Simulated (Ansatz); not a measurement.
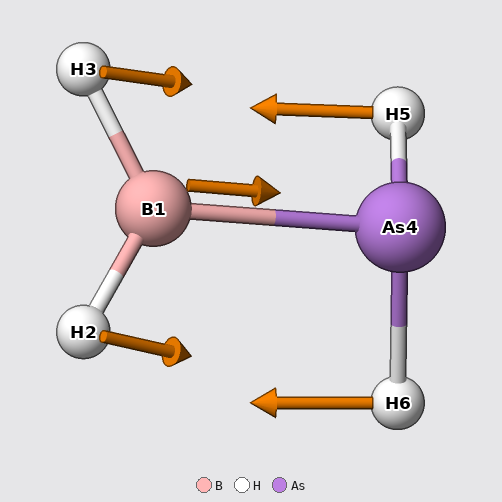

The arrows show one normal mode. Harmonic vibrations computed with RKS PBE0-D4/def2-TZVP (Ansatz 0.2.0) at a stationary point of the same level.

Question: Estimate its harmonic wavenumber.

Answer: 644 cm⁻¹; it is mode 4 of 12 counted from the lowest.
